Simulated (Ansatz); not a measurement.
**Single-point calculation of Si₅H₁₃Cl**

System: Si₅H₁₃Cl.
Method: RKS PBE0-D4/def2-TZVPP (Ansatz 0.2.0).

The geometry is a transition state. The reaction was set up to form Si1–Si4 and Cl2–H3 and to break Si1–Cl2 and H3–Si4 (atoms counted from 1 in the order of the input); sticks are drawn by distance alone. The geometry comes from this level: PBE0-D4/def2-TZVP.

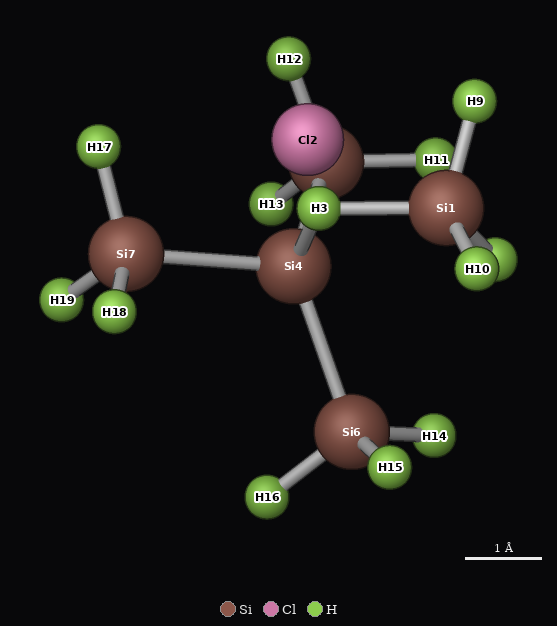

Fig. 1: The input geometry (ball-and-stick view, seen at a tilt; atoms are numbered from 1 in the order of the input).

Input
```yaml
crystal:
  periodic: [false, false, false]
  atoms:
    - {symbol: Si, position_ang: [-0.530103, 1.601716, 1.451969]}
    - {symbol: Cl, position_ang: [-2.507788, 0.006265, 2.047317]}
    - {symbol: H, position_ang: [-1.050400, 0.068068, 0.971066]}
    - {symbol: Si, position_ang: [0.107443, -0.263622, -0.236492]}
    - {symbol: Si, position_ang: [-0.235405, 1.007264, -2.168137]}
    - {symbol: Si, position_ang: [2.330623, -0.390996, 0.481111]}
    - {symbol: Si, position_ang: [-0.989968, -2.337636, -0.323618]}
    - {symbol: H, position_ang: [0.727021, 2.137555, 0.810759]}
    - {symbol: H, position_ang: [-1.591425, 2.525467, 1.015843]}
    - {symbol: H, position_ang: [-0.171718, 1.437514, 2.871162]}
    - {symbol: H, position_ang: [0.286421, 2.383211, -1.975397]}
    - {symbol: H, position_ang: [-1.684847, 1.046386, -2.484792]}
    - {symbol: H, position_ang: [0.498572, 0.348450, -3.280203]}
    - {symbol: H, position_ang: [3.097295, 0.759053, -0.060659]}
    - {symbol: H, position_ang: [2.364314, -0.365480, 1.966607]}
    - {symbol: H, position_ang: [2.923969, -1.663186, -0.008966]}
    - {symbol: H, position_ang: [-2.405926, -2.137818, -0.711895]}
    - {symbol: H, position_ang: [-0.873411, -3.009927, 0.993432]}
    - {symbol: H, position_ang: [-0.294667, -3.152285, -1.359109]}
basis:
  gaussian: {orbitals: def2-TZVPP}
hamiltonian: {xc: pbe0, dispersion: d4}
output: {orbitals: {seedname: orbitals}}
```

Launch command:
```bash
ansatz run in.yaml --threads 4 --pin off --events-out ev --progress --plain --max-ram 66560MiB --backend cuda --devices 0, --max-vram 37GiB
```

Log
```
Functional definition: PBE0
  name "PBE0"
  cite "Adamo & Barone, J. Chem. Phys. 110, 6158 (1999) doi:10.1063/1.478522"
  cite "Perdew, Burke & Ernzerhof, Phys. Rev. Lett. 77, 3865 (1996) doi:10.1103/PhysRevLett.77.3865"
  parent pbe
  parameter a = 0.25
  parameter kappa = 0.804
  parameter beta = 0.06672455060314922
  exchange = (1 - a)*pbe_x(kappa = kappa, mu = beta*pi^2/3) + a*exact_x
  correlation = pbe_c(beta = beta)
2547 factors; their error is unknown
mean field evaluation 1: about -52100.6646 eV, gradient 1.9e1 eV
mean field evaluation 2: about -52100.9655 eV, gradient 1.8e1 eV
mean field evaluation 4: about -52101.7356 eV, gradient 1.6e0 eV
mean field evaluation 8: about -52101.7414 eV, gradient 1.3e-1 eV
mean field evaluation 16: about -52101.8524 eV, gradient 1.4e-4 eV
mean field -52101.85243028 eV, -1914.7077609089 hartree, gradient 2.1e-5 eV, S^2 0.000000; 0 other end points of the search recorded, 0 dependent functions left out
reference -52101.85248021 eV, -1914.7077627435 hartree; 50, 50 occupied and 384, 384 virtual orbitals, 2547 factors
Total energy: -52102.43743140 eV, -1914.7292593034 hartree
```

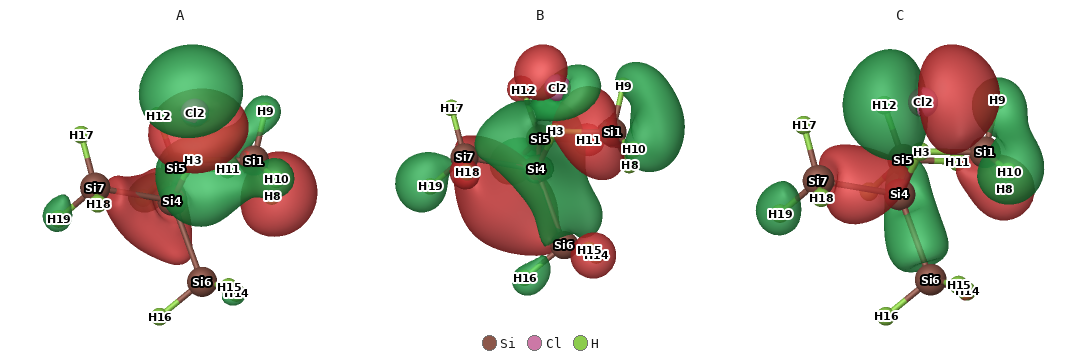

Fig. 2: Three frontier orbitals at ±0.06 Å⁻³ᐟ² (green and red are the two phases). C is the HOMO−1 (−7.65 eV). A is the HOMO (−7.24 eV). B is the LUMO (−1.67 eV). By Hirshfeld shares it lies mainly on Si4 (30 %), Si1 (20 %) and Si7 (10 %). The HOMO–LUMO gap is 5.57 eV between the orbital energies.

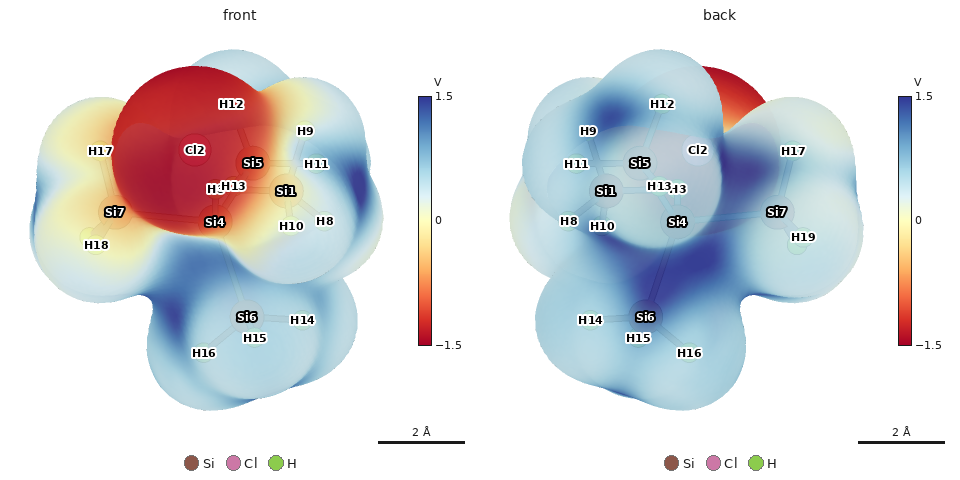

Fig. 3: The molecular electrostatic potential painted on the density surface at 0.002 e/bohr³, seen at a tilt and from behind; red is negative and blue positive.

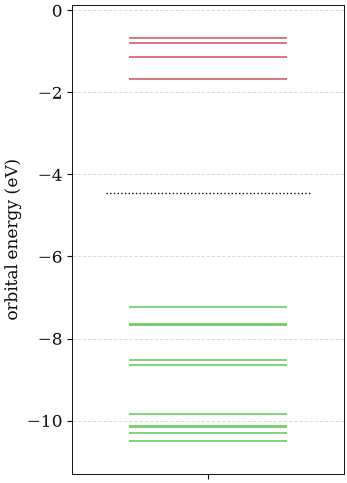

Fig. 4: Orbital energies near the frontier; the dotted line parts filled from empty levels, and levels within 0.02 eV of each other stand side by side. Highest filled −7.24 eV, lowest empty −1.67 eV, 5.57 eV apart.

Key numbers

```json
{"quantity": "outcome", "value": "converged"}
{"quantity": "total energy", "value": "−52102.4374 eV"}
{"quantity": "mean-field energy", "value": "−52101.8525 eV"}
{"quantity": "dispersion energy", "value": "−0.5850 eV"}
{"quantity": "SCF solution under orbital rotations", "value": "stable"}
{"quantity": "HOMO", "value": "−7.24 eV"}
{"quantity": "LUMO", "value": "−1.67 eV"}
{"quantity": "hardware", "value": "4 CPU threads, shared host"}
{"quantity": "wall time", "value": "6 s (CPU time 4.8 s)"}
{"quantity": "peak memory", "value": "0.92 GiB"}
```
